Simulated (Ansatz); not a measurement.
Consider CaSnF$_{6}$ (space group Fm-3m, No. 225; a = 8.427 Å; a cell from a computed database, its experimental status unchecked).

The change: the cell is scaled by 1.0513 in all directions; the atoms relax in the strained cell.

Method: Ansatz (an electronic-structure program), PBEsol, PAW, cutoff 420 eV, no SOC.

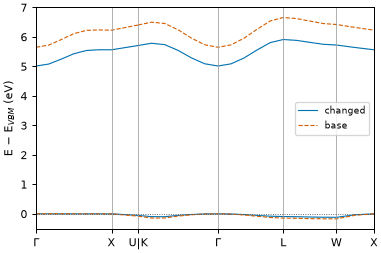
Fig. 1. Highest valence and lowest conduction band along the path, each from its own valence-band maximum

Task: From the figure, how large is the changed gap, and is it direct?

Result: About 5.0 eV, direct at Γ.

Stability against distortions was not tested.
